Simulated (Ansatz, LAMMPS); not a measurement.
# Relaxing a frame of liquid acetonitrile from 293 K (102 atoms), part 3 of 3

Aim: bring a frame of liquid acetonitrile from 293 K (102 atoms) to a nearby minimum of the energy and see what moves.

Ansatz 0.2.0; Kohn-Sham DFT, r2SCAN+D3(BJ), PAW (set soft_2), plane waves.

The cell: 34 C, 17 N and 51 H. The network of contacts between molecules at the start is that of the classical potential that made the cell. The density was typed from a rule of thumb and may lie off the real one at this temperature. Only the Γ point is sampled, in a cell whose shortest periodic width is 11 Å.

So far, density (g/cm³): step 5 (structure statistics after relaxation) 0.786.

## (6) Single point at the relaxed geometry

The electronic structure is read at the final geometry, in a run of its own.

Input file input.yaml:

```yaml
crystal:
  lattice:
    - [11.38169, 0.0, 0.0]
    - [0.0, 11.38169, 0.0]
    - [0.0, 0.0, 11.38169]
  atoms:
    - { symbol: C, position: [0.83185, 0.52045, 0.31024] }
    - { symbol: C, position: [0.77853, 0.53037, 0.19545] }
    - { symbol: "N", position: [0.73666, 0.5377, 0.1034] }
    - { symbol: H, position: [0.88626, 0.44165, 0.3142] }
    - { symbol: H, position: [0.76401, 0.51419, 0.37772] }
    - { symbol: H, position: [0.88612, 0.59754, 0.32758] }
    - { symbol: C, position: [0.89167, 0.04036, 0.2772] }
    - { symbol: C, position: [0.83233, 0.10586, 0.18592] }
    - { symbol: "N", position: [0.78575, 0.15789, 0.11235] }
    - { symbol: H, position: [0.85114, 0.95413, 0.28709] }
    - { symbol: H, position: [0.88624, 0.08729, 0.3606] }
    - { symbol: H, position: [0.98393, 0.03083, 0.25345] }
    - { symbol: C, position: [0.40582, 0.10147, 0.2328] }
    - { symbol: C, position: [0.3993, 0.21414, 0.29117] }
    - { symbol: "N", position: [0.39412, 0.30361, 0.33863] }
    - { symbol: H, position: [0.42032, 0.03258, 0.29787] }
    - { symbol: H, position: [0.47816, 0.10051, 0.1701] }
    - { symbol: H, position: [0.32411, 0.08479, 0.18574] }
    - { symbol: C, position: [0.69686, 0.45887, 0.82961] }
    - { symbol: C, position: [0.60302, 0.54426, 0.83437] }
    - { symbol: "N", position: [0.5279, 0.61238, 0.83723] }
    - { symbol: H, position: [0.70587, 0.42731, 0.73962] }
    - { symbol: H, position: [0.67713, 0.38554, 0.88788] }
    - { symbol: H, position: [0.77801, 0.50057, 0.85859] }
    - { symbol: C, position: [0.4719, 0.6737, 0.13708] }
    - { symbol: C, position: [0.42917, 0.7826, 0.08788] }
    - { symbol: "N", position: [0.39533, 0.86992, 0.04887] }
    - { symbol: H, position: [0.3978, 0.61596, 0.15588] }
    - { symbol: H, position: [0.52178, 0.69171, 0.2169] }
    - { symbol: H, position: [0.53005, 0.6305, 0.07444] }
    - { symbol: C, position: [0.90896, 0.13236, 0.82999] }
    - { symbol: C, position: [0.80974, 0.07037, 0.78094] }
    - { symbol: "N", position: [0.73014, 0.02088, 0.74239] }
    - { symbol: H, position: [0.88723, 0.16131, 0.91872] }
    - { symbol: H, position: [0.92972, 0.20783, 0.77464] }
    - { symbol: H, position: [0.9855, 0.07482, 0.8325] }
    - { symbol: C, position: [0.20012, 0.19043, 0.58117] }
    - { symbol: C, position: [0.18001, 0.09079, 0.65727] }
    - { symbol: "N", position: [0.16343, 0.0117, 0.71851] }
    - { symbol: H, position: [0.11903, 0.21354, 0.53566] }
    - { symbol: H, position: [0.26832, 0.16952, 0.51731] }
    - { symbol: H, position: [0.22879, 0.26523, 0.63361] }
    - { symbol: C, position: [0.7176, 0.82661, 0.98879] }
    - { symbol: C, position: [0.79723, 0.76776, 0.90943] }
    - { symbol: "N", position: [0.86045, 0.72043, 0.84589] }
    - { symbol: H, position: [0.74115, 0.91906, 0.99712] }
    - { symbol: H, position: [0.72041, 0.78495, 0.07506] }
    - { symbol: H, position: [0.62846, 0.82094, 0.95427] }
    - { symbol: C, position: [0.96022, 0.53882, 0.62578] }
    - { symbol: C, position: [0.055, 0.48987, 0.69459] }
    - { symbol: "N", position: [0.13021, 0.45104, 0.75058] }
    - { symbol: H, position: [0.90756, 0.59602, 0.68187] }
    - { symbol: H, position: [0.90601, 0.46797, 0.59068] }
    - { symbol: H, position: [0.99523, 0.59105, 0.55341] }
    - { symbol: C, position: [0.16853, 0.746, 0.88759] }
    - { symbol: C, position: [0.17068, 0.6779, 0.99471] }
    - { symbol: "N", position: [0.17278, 0.62371, 0.08045] }
    - { symbol: H, position: [0.23173, 0.70967, 0.82549] }
    - { symbol: H, position: [0.19246, 0.83678, 0.90608] }
    - { symbol: H, position: [0.0808, 0.74341, 0.84922] }
    - { symbol: C, position: [0.44924, 0.91646, 0.74635] }
    - { symbol: C, position: [0.43673, 0.9343, 0.62128] }
    - { symbol: "N", position: [0.42663, 0.94915, 0.5214] }
    - { symbol: H, position: [0.52365, 0.96775, 0.778] }
    - { symbol: H, position: [0.465, 0.82382, 0.76558] }
    - { symbol: H, position: [0.36932, 0.94471, 0.79072] }
    - { symbol: C, position: [0.39982, 0.51464, 0.55894] }
    - { symbol: C, position: [0.52596, 0.50744, 0.54749] }
    - { symbol: "N", position: [0.62674, 0.50161, 0.53808] }
    - { symbol: H, position: [0.35946, 0.46424, 0.48814] }
    - { symbol: H, position: [0.37215, 0.60622, 0.55429] }
    - { symbol: H, position: [0.3731, 0.47815, 0.64331] }
    - { symbol: C, position: [0.63557, 0.20332, 0.52876] }
    - { symbol: C, position: [0.75836, 0.2342, 0.53732] }
    - { symbol: "N", position: [0.85676, 0.25833, 0.54341] }
    - { symbol: H, position: [0.59023, 0.2239, 0.61068] }
    - { symbol: H, position: [0.62638, 0.10947, 0.51198] }
    - { symbol: H, position: [0.59436, 0.25294, 0.458] }
    [... 18 atom lines left out ...]
    - { symbol: C, position: [0.22782, 0.80213, 0.326] }
    - { symbol: C, position: [0.111, 0.77842, 0.36974] }
    - { symbol: "N", position: [0.01801, 0.75904, 0.40517] }
    - { symbol: H, position: [0.22321, 0.85048, 0.24348] }
    - { symbol: H, position: [0.27239, 0.7192, 0.3087] }
    - { symbol: H, position: [0.27811, 0.85275, 0.39009] }
kpoints:
  mp_grid: { grid: [1, 1, 1] }
hamiltonian:
  xc: r2scan
  dispersion: d3bj
scf:
  occupations: { method: fixed }
output:
  forces: true
  stress: true
  populations: true
  dos:
    method: { smearing: { sigma: 0.15 } }
    de: 0.1
    projected: { site_lists: { C: [C], H: [H], "N": ["N"] } }
  eigenvalues: true
  write_density: true
  write_potential: true
  volumetric_format: npy
  elf: true
```

The run is started by

```console
ansatz run input.yaml --threads 4 --pin off --max-ram 8192MiB --backend cpu --events-out ev --progress --plain --runs-dir out
```

The log of the run:

```text
[...]
Crystal: 102 atoms, lattice volume = 1474.417 Å³
Basis set: ecut = 500 eV, 37529 PW (Γ), exchange–correlation on 360×360×360 points (64 copies of the dense FFT grid, shifted against one another)
Bands: 238, of which v1, the nominal top of the filled ones, is band 136 counted from 1 (135 counted from 0)
Symmetry: 1 space group operations
[...]
k-points: 1
[...]
SCF iter   1: F=—  HF=-15914.202177 eV  |F-HF|=—  |Δ(HF+E_count)|=         —  Δρ=6.84e-3  dr2=7.64e-1  dr2_τ=1.09e1  ethr=1.77e-3  ⟨swp⟩=5.0  Hψ=824  notcnv=0  defer=94
[...]
SCF iter  10: F=-15912.904437 eV  HF=-15912.904437 eV  |F-HF|=1.94e-7  |Δ(HF+E_count)|=   2.82e-7  Δρ=1.51e-6  dr2=4.55e-8  dr2_τ=5.16e-9  ethr=3.68e-11  ⟨swp⟩=21.0  Hψ=2589  notcnv=0
SCF 1 converged in 10 iterations: F = -15912.904437 eV  dr2 = 4.55e-8
[...]
WARN: The input density's exchange-correlation potential varies sharply where the density is thin. Do not read a vacuum level from v_tot or v_xc, or from such a field of the output density. On a cell that repeats whose density bears no net charge and no dipole along the vacuum's axis use v_es (v_loc + v_h of the components); [...]
SCF converged after 10 iterations
Free energy (F): -15912.904437 eV
[...]
Internal energy: -15912.904437 eV  (E = F + TS)
E sigma→0 (E₀):  -15912.904437 eV
Fermi energy:    -4.265594 eV
[...]
--- Forces (eV/Å), atoms counted from 1 ---
  atom   1  C      0.00262426    -0.00303723     0.00037081
  atom   2  C     -0.00250067     0.00034858    -0.00724667
  atom   3  N      0.00279886    -0.00065633     0.00600688
  atom   4  H     -0.00005382     0.00107277     0.00169716
  atom   5  H     -0.00125137     0.00229757    -0.00046752
  atom   6  H      0.00049874     0.00145559     0.00246179
  atom   7  C     -0.00519058    -0.00096742    -0.00370077
  atom   8  C     -0.01177163     0.03654059     0.02030598
  atom   9  N      0.01033437    -0.01451934     0.00143326
  atom  10  H      0.02474736    -0.01712463    -0.00056822
  atom  11  H     -0.00901324     0.01503497    -0.01679651
  atom  12  H      0.00501815    -0.01781218     0.00334196
  atom  13  C     -0.00127480     0.00121906    -0.00291770
  atom  14  C     -0.00027407     0.00169175     0.00125609
[...]
atom 101  H     -0.00125472     0.00001992    -0.00001403
  atom 102  H      0.00211826    -0.00092559    -0.00055518
  max |Σ_I F_I| component: 1.35e-4 eV/Å
--- Stress (GPa, compression-positive) ---
       -0.394161       0.000346      -0.045992
        0.000346      -0.463412       0.026107
       -0.045992       0.026107      -0.465613
  P = ⅓ Tr σ = -0.4411 GPa (-4.411 kbar)
--- Band table (eV) ---
[...]
--- Löwdin populations: 102 sites ---
  site symbol       q [e]
     0      C      4.4921
     1      C      3.7469
     2      N      5.2547
[...]
101      H      0.7442
  spilling = 0.016388 (of n_electrons = 272.000000)
```

It took 35 s on 4 threads of Intel Xeon Platinum 8488C (Sapphire Rapids), shared host; peak memory 4 GiB.

The program notes that the exchange-correlation potential is rough where the density is thin.

Numbers from this run:

- free energy: -15912.9044 eV
- free energy per atom: -156.0089 eV/atom
- SCF cycles: 10
- pressure: -0.4411 GPa
- r.m.s. force component: 0.00502 eV/Å
- longest force: 0.04343 eV/Å
- Fermi energy: -4.266 eV
- gap (highest filled to lowest empty level): 7.134 eV
- spilling of the projection: 0.01639

Löwdin charges by element and coordination (they lack the spilled electrons, 0.044 e an atom on average):

```
element  coordination  atoms  mean charge (e)  spread   least    most
      C           all     34           -0.118   0.370  -0.495   0.265
      C             2     17            0.252  0.0068   0.236   0.265
      C             4     17           -0.488  0.0042  -0.495  -0.480
      H           all     51            0.251  0.0052   0.241   0.262
      N           all     17           -0.256  0.0075  -0.270  -0.246
```

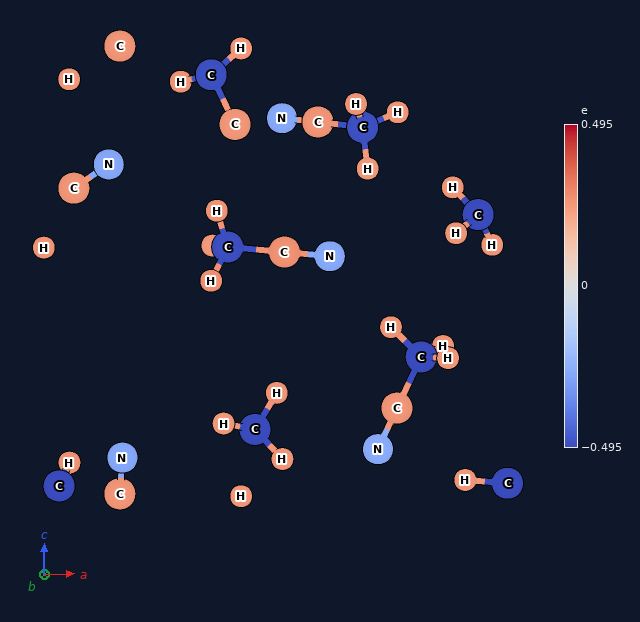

Atoms coloured by Löwdin charge. Drawn is a slice 4 Å thick, seen along the normal of the ac plane. Bonds to atoms that aren't drawn are left out.

States in the cell by windows of 1 eV, zero at the Fermi level; the larger projections on atomic orbitals stand beside the total:

```
from (eV)  to (eV)  total   C p   N p   H s   N s   C s
      -17      -16    3.9   0.5   0.4   0.1   1.6   1.2
      -16      -15   30.1   4.1   3.2   0.4  12.6   9.4
      -15      -13    0.0   0.0   0.0   0.0   0.0   0.0
      -13      -12   11.5   2.8   0.0   2.6   0.4   5.6
      -12      -11   22.5   5.5   0.0   5.1   0.7  10.8
      -11       -6    0.0   0.0   0.0   0.0   0.0   0.0
       -6       -5    9.6   5.4   0.3   1.7   0.4   1.7
       -5       -4   24.6  13.9   0.6   4.3   1.0   4.4
       -4       -3   66.3  43.6   3.4  17.5   0.1   0.1
       -3       -2    1.4   0.9   0.0   0.4   0.0   0.0
       -2       -1   30.8   3.3  18.8   0.3   7.6   0.2
       -1        0   66.0  24.5  34.5   5.3   1.2   0.1
        0        1    5.2   2.0   2.7   0.4   0.0   0.0
        1        5    0.0   0.0   0.0   0.0   0.0   0.0
```

With fixed occupations the program's Fermi level is the highest filled level; weight inside the gap is the broadening of levels at its edges.

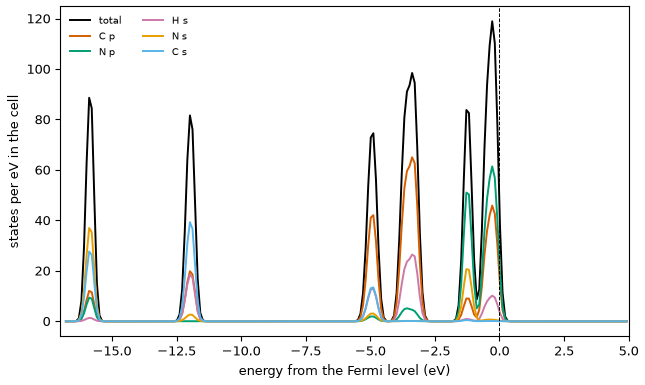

Total and projected density of states, with the broadening of the input.

The levels nearest the highest filled one (over half full), pooled over k-points and spins:

```
level less the highest filled one (eV)  occupation
                                -0.144           2
                                -0.119           2
                               -0.0873           2
                               -0.0727           2
                               -0.0564           2
                                     0           2
                                  7.13           0
                                  7.46           0
                                  7.54           0
                                  7.58           0
                                  7.61           0
                                  7.63           0
```

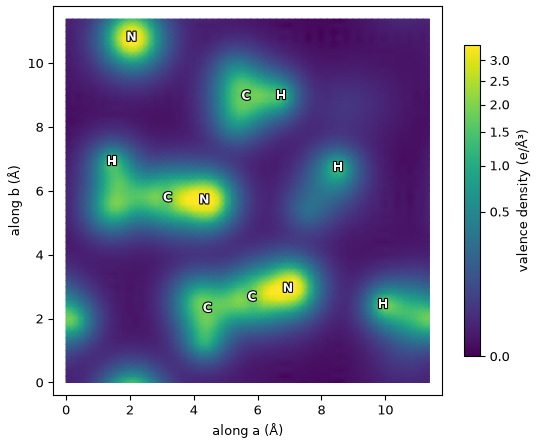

Valence density in the ab plane at fractional z = 0.537, with atoms of H and N and C within 0.2 Å of it. It is the smooth field of the valence electrons, not physical close to the nuclei. The map starts off the cell's origin, so that atoms lie inside it. The colour scale is stretched toward low values.

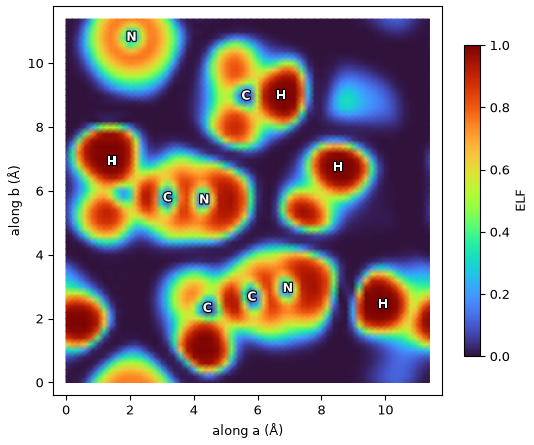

ELF in the ab plane at fractional z = 0.537, with atoms of H and N and C within 0.2 Å of it. It is the smooth field of the valence electrons, not physical close to the nuclei. The map starts off the cell's origin, so that atoms lie inside it.

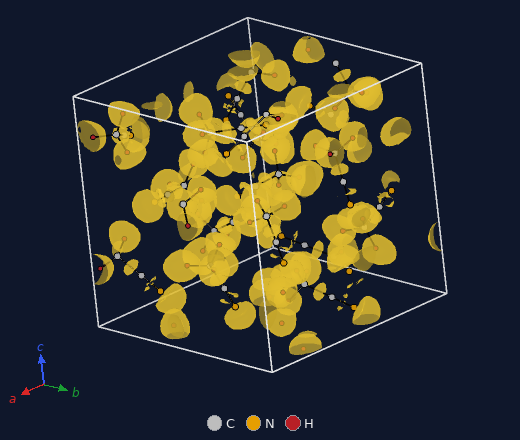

Surface of ELF = 0.85. Bonds to atoms that aren't drawn are left out.

Mean Löwdin charges: C -0.12, H +0.25, N -0.26 e (they miss 1.6 % of the electrons, so they add up to more than the cell's charge).

Local excerpt of 8 atoms (numbers count through the whole input) about H40, picked at random; x, y, z are measured from there.

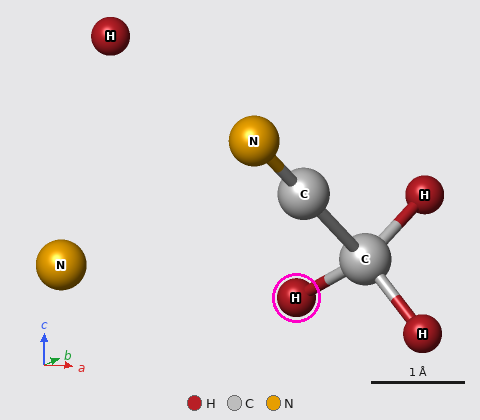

The atoms of the table, within 3.5 Å (arrows a, b, c point along x, y, z); some may hide others; the central atom is ringed.

```
atom      x      y      z  distance (Å)  bonds  Löwdin charge (e)
 H40   0.00   0.00   0.00          0.00      1               0.25
 C37   0.92  -0.26   0.52          1.09      4              -0.49
 H42   1.25   0.59   1.11          1.77      1               0.25
 H41   1.70  -0.50  -0.21          1.78      1               0.25
 C38   0.69  -1.40   1.38          2.09      2               0.25
 N75  -2.99   0.51   0.09          3.03      1              -0.27
 N39   0.51  -2.30   2.08          3.14      1              -0.25
 H35  -2.15  -0.06   2.72          3.47      1               0.24
```

The column of bonds counts only the pairs H-C within 1.34 Å, C-C within 1.82 Å, C-N within 1.62 Å; other neighbours, such as metal atoms beside each other in a compound, aren't counted, and periodic images can show an atom twice.

## (7) What came out

```json
{
 "energy change in the relaxation": "-38.67 meV/atom",
 "r.m.s. displacement": "0.817 Å",
 "largest displacement": "2.194 Å",
 "free energy per atom": "-156.0089 eV/atom",
 "pressure": "-0.4411 GPa",
 "r.m.s. force component": "0.00502 eV/Å",
 "gap (highest filled to lowest empty level)": "7.134 eV",
 "wall time of the 3 DFT runs": "12 min"
}
```

In words: Relaxation lowers the energy by 38.7 meV/atom and moves atoms by 0.82 Å r.m.s.; the r.m.s. force component goes from 0.93 to 0.0050 eV/Å, the pressure goes from -0.94 to -0.44 GPa, and the gap from 6.33 to 7.13 eV. By the final cutoffs no bond was broken or made. First to last step the energy falls by 3.944 eV; the largest move, 2.19 Å, is that of H16. The C-N bonds change most in mean length: from 1.163 Å (spread 0.011) to 1.154 Å (spread 0.001). With the cutoffs above, 50 % of C atoms have 2 and as many 4, all H atoms have 1 and all N atoms have 1 bonded neighbour. The highest filled and lowest empty levels differ by 7.13 eV (at Γ alone); a semilocal functional tends to put such gaps too low. In a disordered cell it changes from sample to sample and from frame to frame.

**Limits.** The network of contacts between molecules at the start is that of the classical potential that made the cell; in DFT atoms moved by 0.82 Å r.m.s.

[Logs are printed without paths, hosts, clocks, repeated set-up lines and the standing remarks that a program may print on its own settings, such as how far it seeks lower states.]

[Hosts, paths, dates, database ids (printed as entryN), source tags and the programs' standing remarks are cut or masked in the printed files.]
